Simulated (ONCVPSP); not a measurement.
**Pseudopotential generation, with input and output: Sb**

System: antimony (Sb, Z = 51), core [Ar] 3d10, reference valence 4s2 4p6 4d10 5s1 5p4, valence charge 23.
Method: ONCV potential, PBE, scalar-relativistic, made with ONCVPSP 4.0.1.

Results in brief:

- outcome: generated
- cutoffs needed: 77 Ha and 218 Ha (the cutoffs at which the residual kinetic energy of the hardest occupied pseudo-wave falls to 1 and 0.1 mHa per electron)
- ghost test: no bound ghost flagged; no localised positive-energy state flagged
- largest excitation error: -3.2 meV (all-electron minus pseudo) for 4s2 4p6 4d10 5s2 5p1, out of 4 test configurations
- range over which the phases arctan(r R′/R) at the test radius agree within 0.05 rad (a looser test near the poles than one of phase shifts): s: over the whole range computed; p: over the whole range computed; d: over the whole range computed; f: not judged, local potential alone
- hardware: 1 CPU thread, shared host
- wall time: 7.3 s

Remarks:

Warnings of the program, in the generation or the tests: wellstate: negative energy specified for n= 5 l= 2.

Input file:
```
# ATOM AND REFERENCE CONFIGURATION
# atsym  z   nc   nv     iexc    psfile
  Sb 51.00    6    5        4      upf
#
#   n    l    f
    1    0    2.00
    2    0    2.00
    2    1    6.00
    3    0    2.00
    3    1    6.00
    3    2   10.00
    4    0    2.00
    4    1    6.00
    4    2   10.00
    5    0    1.00
    5    1    4.00
#
# PSEUDOPOTENTIAL AND OPTIMIZATION
# lmax
    2
#
#   l,   rc,      ep,       ncon, nbas, qcut
    0    1.50    0.00    5    9    7.20
    1    1.45    0.00    5    8   10.50
    2    1.10    0.00    5    9    8.70
#
# LOCAL POTENTIAL
# lloc, lpopt,  rc(5),   dvloc0
    4    5    0.95    4.00
#
# VANDERBILT-KLEINMAN-BYLANDER PROJECTORs
# l, nproj, debl
    0    2    3.90
    1    3    1.70
    2    2    0.70
#
# MODEL CORE CHARGE
# icmod, fcfact, rcfact
    0    0.00    0.00
#
# LOG DERIVATIVE ANALYSIS
# epsh1, epsh2, depsh
   -7.00    5.00    0.04
#
# OUTPUT GRID
# rlmax, drl
    6.00    0.01
#
# TEST CONFIGURATIONS
# ncnf
    4
# nvcnf
#   n    l    f
    5
    4    0    2.00
    4    1    6.00
    4    2   10.00
    5    0    2.00
    5    1    3.00
#
    5
    4    0    2.00
    4    1    6.00
    4    2   10.00
    5    0    2.00
    5    1    2.00
#
    5
    4    0    2.00
    4    1    6.00
    4    2   10.00
    5    0    2.00
    5    1    1.00
#
    5
    4    0    2.00
    4    1    6.00
    4    2   10.00
    5    0    2.00
    5    1    2.50
#
```

Run as:
```bash
oncvpsp.x < Sb.dat > Sb.out
```

The program's output (extracts):
```
ONCVPSP  (Optimized Norm-Conservinng Vanderbilt PSeudopotential)
scalar-relativistic version 4.0.1

#   n    l    f        energy (Ha)
    1    0    2.00    -1.1137722E+03
    2    0    2.00    -1.6952828E+02
    2    1    6.00    -1.5219531E+02
    3    0    2.00    -3.3280315E+01
    3    1    6.00    -2.7630746E+01
    3    2   10.00    -1.9011879E+01
    4    0    2.00    -5.5234795E+00
    4    1    6.00    -3.7942120E+00
    4    2   10.00    -1.2827354E+00
    5    0    1.00    -5.0073549E-01
    5    1    4.00    -1.9868033E-01

Reference configufation results
  iterations    26
  all-electron total energy (Ha)   -6.48115270D+03

Begin loop to  construct optimized pseudo wave functions
and semi-local pseudopoentials for all angular momenta

Calculating optimized projector #   1

 for l=   0

    Fraction of norm inside rc  0.986265
    Optimizing pswf for qcut=   7.19 a_B^-1,  ecut=  25.85 Ha
    Residual kinetic energy error=  3.00D-04 Ha

    Energy error per electron        Cutoff
         Ha          eV             Ha
         0.01000     0.27211        9.93
         0.00100     0.02721       22.14
         0.00010     0.00272       62.07
         0.00001     0.00027      102.94

Calculating optimized projector #   2

 for l=   0

    Fraction of norm inside rc  0.158343
    Optimizing pswf for qcut=   7.19 a_B^-1,  ecut=  25.85 Ha
    Residual kinetic energy error=  5.07D-04 Ha

    Energy error per electron        Cutoff
         Ha          eV             Ha
         0.01000     0.27211        9.64
         0.00100     0.02721       23.53
         0.00010     0.00272       64.08
         0.00001     0.00027      121.78

   Wellstate for l =  1  n =  6
     eigenvalue =   1.5013
     asymptotic potential =   2.0013
     half-point radius =  3.1676

Calculating optimized projector #   1

 for l=   1

    Fraction of norm inside rc  0.959957
    Optimizing pswf for qcut=  10.49 a_B^-1,  ecut=  54.98 Ha
    Residual kinetic energy error=  3.30D-06 Ha

    Energy error per electron        Cutoff
         Ha          eV             Ha
         0.01000     0.27211       19.28
         0.00100     0.02721       32.22
         0.00010     0.00272       44.30
         0.00001     0.00027       51.36

Calculating optimized projector #   2

 for l=   1

    Fraction of norm inside rc  0.056908
    Optimizing pswf for qcut=  10.49 a_B^-1,  ecut=  54.98 Ha
    Residual kinetic energy error=  1.91D-06 Ha

    Energy error per electron        Cutoff
         Ha          eV             Ha
         0.01000     0.27211       15.66
         0.00100     0.02721       20.81
         0.00010     0.00272       40.16
         0.00001     0.00027       49.44

Calculating optimized projector #   3

 for l=   1

    Fraction of norm inside rc  0.092954
    Optimizing pswf for qcut=  10.49 a_B^-1,  ecut=  54.98 Ha
    Residual kinetic energy error=  7.49D-06 Ha

    Energy error per electron        Cutoff
         Ha          eV             Ha
         0.01000     0.27211       17.49
         0.00100     0.02721       24.19
         0.00010     0.00272       45.40
         0.00001     0.00027       53.95

WARNING wellstate: negative energy specified for n= 5 l=  2
WARNING scattering state with energy  0.25000000
WARNING will be used for the first projector

   Wellstate for l =  2  n =  5
     eigenvalue =   0.2500
     asymptotic potential =   0.7500
     half-point radius =  5.5305

Calculating optimized projector #   1

 for l=   2

    Fraction of norm inside rc  0.630113
    Optimizing pswf for qcut=   8.71 a_B^-1,  ecut=  37.94 Ha
    Residual kinetic energy error=  6.88D-03 Ha

    Energy error per electron        Cutoff
         Ha          eV             Ha
         0.01000     0.27211       36.58
         0.00100     0.02721       77.01
         0.00010     0.00272      217.65
         0.00001     0.00027      249.76

Calculating optimized projector #   2

 for l=   2

    Fraction of norm inside rc  0.033567
    Optimizing pswf for qcut=   8.71 a_B^-1,  ecut=  37.94 Ha
    Residual kinetic energy error=  7.24D-04 Ha

    Energy error per electron        Cutoff
         Ha          eV             Ha
         0.01000     0.27211       26.21
         0.00100     0.02721       36.85
         0.00010     0.00272       47.41
         0.00001     0.00027      121.68

Construct Vanderbilt / Kleinmman-Bylander projectors

B matrix Hermiticity error, ll=   0
   1   2    1.0463E-03

  Orthonormal projector coefficients  1.3865E+01  2.6258E+00

B matrix Hermiticity error, ll=   1
   1   2    5.1239E-04
   1   3   -8.7523E-04
   2   3    9.2356E-05

  Orthonormal projector coefficients  1.8094E+01  4.7143E+00  8.6086E-01

B matrix Hermiticity error, ll=   2
   1   2    1.6479E-04

  Orthonormal projector coefficients  4.4499E+01 -1.2609E+01

Pseudoatom total energy -240.352350

Diagnostic tests using Vanderbilt-Kleinman-Bylander pseudopotentials
  1 or more projectors used as specified by nproj input data

   l    rcore       rmatch      e in        delta e   norm test  slope test

   0   1.5030359   1.5486713  -5.5234795   0.0000072   1.0003036   1.0002651
   0   1.5030359   1.5486713  -0.5007355   0.0000044   1.0000494   1.0000348

   1   1.4500449   1.4940714  -3.7942120   0.0000116   1.0002653   1.0002600
   1   1.4500449   1.4940714  -0.1986803   0.0000110   1.0000676   1.0000493
   1   1.4500449   1.4940714   1.5013197   0.0000959   1.0003321   1.0003321

   2   1.1012207   1.1346561  -1.2827354   0.0000334   1.0002032   1.0002791
   2   1.1012207   1.1346561   0.2500000   0.0000929   1.0004156   1.0004156

 Testing for bound ghosts
   n   l    E NL Schr. Eq   E Basis Diag.   E Cutoff

   1   0       -5.523472       -5.523472    155.88
   2   0       -0.500731       -0.481690    155.88

   2   1       -3.794200       -3.794199    189.08
   3   1       -0.198669       -0.118205    189.08

   3   2       -1.282702       -1.280132    365.39

 Testing for highly-localized positive-energy ghosts
       l    <radius>/rc     E Basis Diag.   E Cutoff

Test configuration 0

   n   l     f        eae           eps        diff
   1   0  2.0000-1113.77220619
   2   0  2.0000 -169.52827626
   2   1  6.0000 -152.19530998
   3   0  2.0000  -33.28031527
   3   1  6.0000  -27.63074560
   3   2 10.0000  -19.01187887
   4   0  2.0000   -5.52347955   -5.52347234    7.20D-06
   4   1  6.0000   -3.79421204   -3.79420047    1.16D-05
   4   2 10.0000   -1.28273538   -1.28270201    3.34D-05
   5   0  1.0000   -0.50073549   -0.50073109    4.40D-06
   5   1  4.0000   -0.19868033   -0.19866933    1.10D-05

    Total energies and differences
      AE_ref= -6.48115270D+03  AE_tst= -6.48115270D+03  dif=  0.00D+00
      PS_ref= -2.40352350D+02  PS_tst= -2.40352350D+02  dif= -1.99D-13
      PSP excitation error=  1.99D-13

Test configuration 1

   n   l     f        eae           eps        diff
   1   0  2.0000-1113.71769235
   2   0  2.0000 -169.47480926
   2   1  6.0000 -152.14197159
   3   0  2.0000  -33.22614957
   3   1  6.0000  -27.57660970
   3   2 10.0000  -18.95781436
   4   0  2.0000   -5.46955942   -5.46873465    8.25D-04
   4   1  6.0000   -3.74060781   -3.74016254    4.45D-04
   4   2 10.0000   -1.23138386   -1.23135874    2.51D-05
   5   0  2.0000   -0.47152657   -0.47149168    3.49D-05
   5   1  3.0000   -0.17742736   -0.17740953    1.78D-05

    Total energies and differences
      AE_ref= -6.48115270D+03  AE_tst= -6.48145081D+03  dif= -2.98D-01
      PS_ref= -2.40352350D+02  PS_tst= -2.40650485D+02  dif= -2.98D-01
      PSP excitation error=  2.13D-05

Test configuration 2

   n   l     f        eae           eps        diff
   1   0  2.0000-1114.03413789
   2   0  2.0000 -169.78975401
   2   1  6.0000 -152.45709383
   3   0  2.0000  -33.54052377
   3   1  6.0000  -27.89099726
   3   2 10.0000  -19.27218047
   4   0  2.0000   -5.78291286   -5.78219543    7.17D-04
   4   1  6.0000   -4.05387737   -4.05340310    4.74D-04
   4   2 10.0000   -1.54373569   -1.54367138    6.43D-05
   5   0  2.0000   -0.75847059   -0.75842688    4.37D-05
   5   1  2.0000   -0.44074538   -0.44070439    4.10D-05

    Total energies and differences
      AE_ref= -6.48115270D+03  AE_tst= -6.48114516D+03  dif=  7.54D-03
      PS_ref= -2.40352350D+02  PS_tst= -2.40344785D+02  dif=  7.56D-03
      PSP excitation error= -2.42D-05

Test configuration 3

   n   l     f        eae           eps        diff
   1   0  2.0000-1114.40503870
   2   0  2.0000 -170.15759820
   2   1  6.0000 -152.82527887
   3   0  2.0000  -33.90719696
   3   1  6.0000  -28.25769439
   3   2 10.0000  -19.63884373
   4   0  2.0000   -6.14729266   -6.14689608    3.97D-04
   4   1  6.0000   -4.41798677   -4.41751360    4.73D-04
   4   2 10.0000   -1.90576267   -1.90563304    1.30D-04
   5   0  2.0000   -1.08105357   -1.08101826    3.53D-05
   5   1  1.0000   -0.73798249   -0.73791314    6.93D-05

    Total energies and differences
      AE_ref= -6.48115270D+03  AE_tst= -6.48055833D+03  dif=  5.94D-01
      PS_ref= -2.40352350D+02  PS_tst= -2.39757863D+02  dif=  5.94D-01
      PSP excitation error= -1.17D-04

Test configuration 4

   n   l     f        eae           eps        diff
   1   0  2.0000-1113.86820987
   2   0  2.0000 -169.62475448
   2   1  6.0000 -152.29198662
   3   0  2.0000  -33.37587734
   3   1  6.0000  -27.72634291
   3   2 10.0000  -19.10753849
   4   0  2.0000   -5.61891773   -5.61812335    7.94D-04
   4   1  6.0000   -3.88994295   -3.88948034    4.63D-04
   4   2 10.0000   -1.38038849   -1.38034683    4.17D-05
   5   0  2.0000   -0.60965414   -0.60961340    4.07D-05
   5   1  2.5000   -0.30405809   -0.30402948    2.86D-05

    Total energies and differences
      AE_ref= -6.48115270D+03  AE_tst= -6.48133094D+03  dif= -1.78D-01
      PS_ref= -2.40352350D+02  PS_tst= -2.40530590D+02  dif= -1.78D-01
      PSP excitation error=  3.46D-06
```

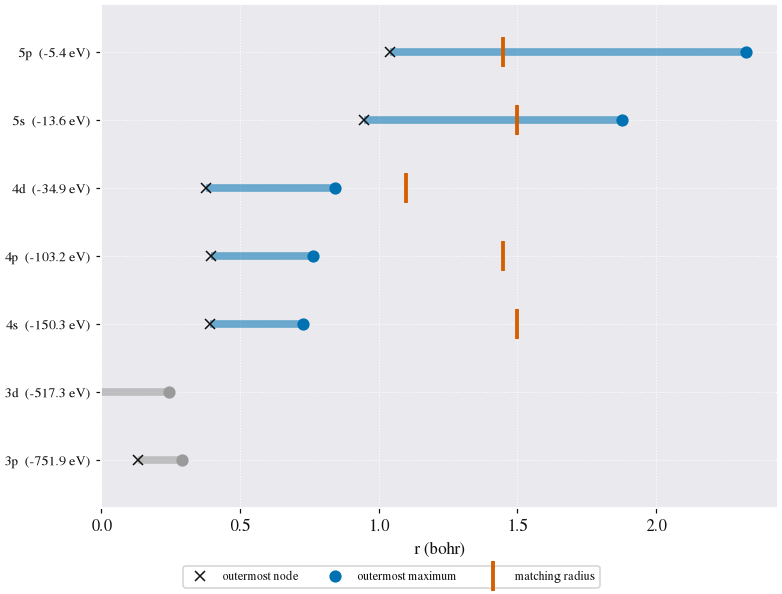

Figure 1. Outer shells of the all-electron reference atom: each bar runs from the outermost node (or the nucleus) to the outermost maximum of u(r); the tick is the radius chosen for the pseudo-wave. Shells without a tick have no pseudo-wave of their own. Levels, nodes and maxima are from ld1.x, scalar-relativistic.

- Radii against the shells: 4s: 1.50 bohr, outside the maximum; 4p: 1.45 bohr, outside the maximum; 4d: 1.10 bohr, outside the maximum; 5s: 1.50 bohr, between node and maximum; 5p: 1.45 bohr, between node and maximum.

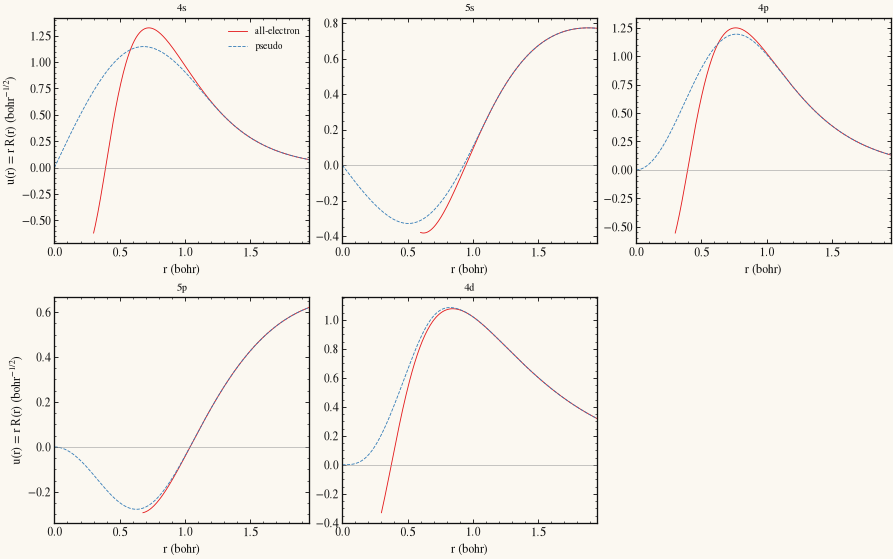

Figure 2. All-electron valence functions (solid) with their pseudo partners (dashed). The innermost oscillations of some all-electron curves aren't drawn. Reference configuration 4s2 4p6 4d10 5s1 5p4.

- Matching radii: 4s at 1.50 bohr; 5s at 1.50 bohr; 4p at 1.45 bohr; 5p at 1.45 bohr; 4d at 1.10 bohr. The curves merge smoothly, so the plot gives these only roughly.
- Nodes of the pseudo-waves: 4s has no node; 5s has a node at about 0.9 bohr; 4p has no node; 5p has a node at about 1.0 bohr; 4d has no node. A node in 5s and 5p is expected, since a lower shell of the same l is also in the valence and the two must stay orthogonal.

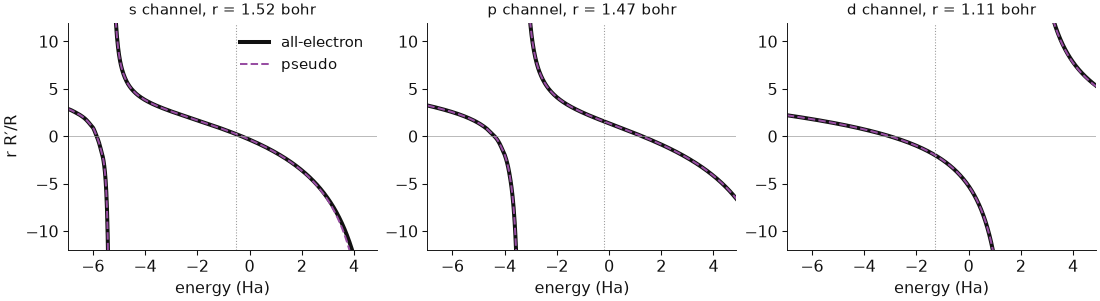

Figure 3. Logarithmic derivatives r R′/R at the test radius against energy, all-electron atom (solid) and pseudo-atom (dashed). Here R(r) is the radial function. The dotted line marks the reference energy of the channel. Not drawn: f: not judged.

- Zeros of the logarithmic derivative: s: all-electron -5.8 and -0.3 Ha, pseudo -5.8 and -0.3 Ha; p: all-electron -4.4 and 1.3 Ha, pseudo -4.4 and 1.3 Ha; d: all-electron -3.0 Ha, pseudo -3.0 Ha.
- Poles, where the radial function vanishes at the test radius: s: all-electron at -5.3 Ha, pseudo at -5.3 Ha; p: all-electron at -3.3 Ha, pseudo at -3.3 Ha; d: all-electron at 2.0 Ha, pseudo at 2.0 Ha.

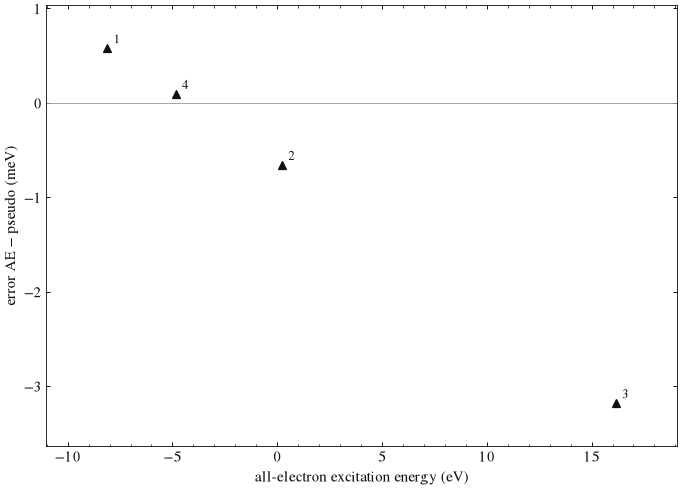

Figure 4. Errors, all-electron minus pseudo, of the energies of valence configurations relative to the unpolarised reference 4s2 4p6 4d10 5s1 5p4. Points: 1 = 4s2 4p6 4d10 5s2 5p3; 2 = 4s2 4p6 4d10 5s2 5p2; 3 = 4s2 4p6 4d10 5s2 5p1; 4 = 4s2 4p6 4d10 5s2 5p2.5.

- Worst configuration: 4s2 4p6 4d10 5s2 5p1 (charge +2): the error is -3.2 meV on an all-electron energy of +16.17 eV relative to the reference, or 0.02 %.
- Configurations within 10 meV and within 50 meV: 4 and 4 of 4.

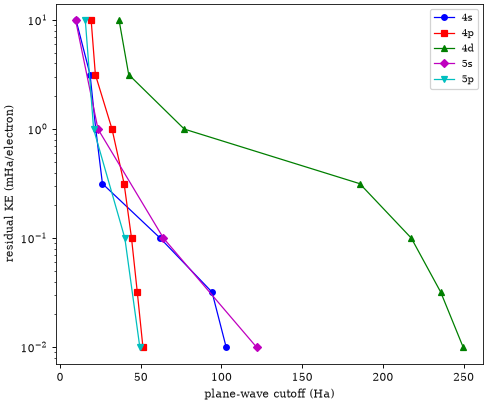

Figure 5. Residual kinetic energy of the pseudo-waves (the first of each channel, and further valence shells) beyond the plane-wave cutoff, as the generator prints it.

- Cutoffs for the occupied states: 77 Ha for 1 mHa and 218 Ha for 0.1 mHa per electron. The first is set by 4d.
- Hardest wave at 1 mHa per electron: 4d, with rc = 1.10 bohr and qcut = 8.7 1/bohr. The optimisation minimises, but can't always remove, the kinetic energy above qcut²/2 = 37.8 Ha, and a larger rc would as a rule soften the wave at some cost in transferability.
- Cutoffs for 1 mHa per electron: 4d: 77 Ha; 4p: 32 Ha; 5s: 24 Ha; 4s: 22 Ha; 5p: 21 Ha.
